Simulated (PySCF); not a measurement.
C₂H₇O₂PSi₂ (SMILES O=CC(=O)[SiH2][SiH2]P)

The calculation's input:

```
{"job": {"kind": "nmr", "xc": "PBE0", "basis": "pcSseg-1"}, "charge": 0, "multiplicity": 1}
O      1.597504     1.195611    -0.756835
C      2.345245     0.420325    -0.193846
C      1.904476    -0.445263     0.907968
O      2.439262    -0.651089     1.969703
Si     0.162877    -1.127929     0.415883
Si    -0.964859     0.905732     0.090969
P     -3.146352     0.673479     0.647341
H      3.341046     0.183055    -0.609595
H     -0.201696    -2.078010     1.469578
H      0.356753    -1.885637    -0.826661
H     -1.038827     1.336365    -1.306004
H     -0.500453     1.986654     0.967074
H     -2.938667    -0.019278     1.826000
H     -3.356987    -0.494487    -0.063691
```

Run with:

```sh
OMP_NUM_THREADS=1 python probes_run.py task.json out
```

Geometry: GFN2-xTB.

Computed with PySCF 2.14.0, PBE0/pcSseg-1, SCF density, gas phase, non-relativistic.

Q: What will maps of the electron density and electron localisation function show?

A: C–O (1.21 Å): ρ is about 3.3 e/Å³ halfway; the ELF peaks at about 0.85 between the atoms (a short, multiple covalent bond).
C–C (1.47 Å): ρ is about 1.9 e/Å³ halfway; the ELF peaks at about 0.95 between the atoms, as expected for a shared electron pair.
C–Si (1.93 Å): ρ is about 0.88 e/Å³ halfway; the ELF peaks at about 0.95 between the atoms (a shared electron pair).

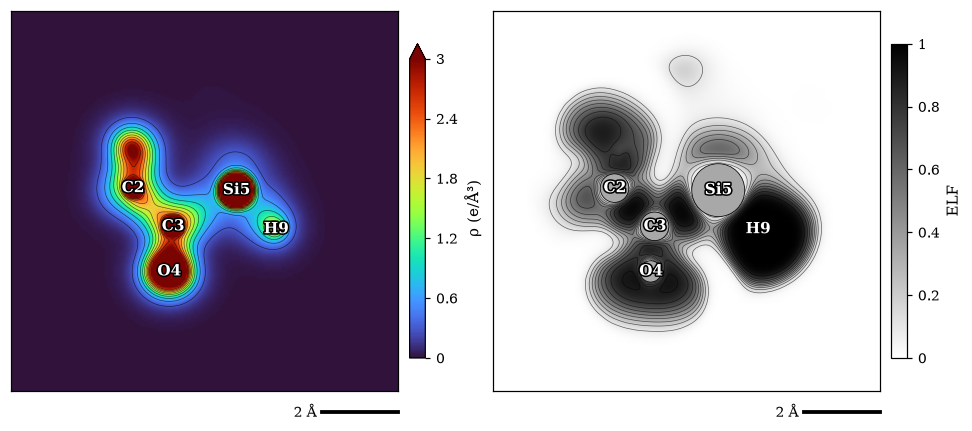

Computed electron density and electron localisation function on the plane of atoms C3, Si5 and H9, in this order. Grey discs cover the atomic cores in the ELF map. 
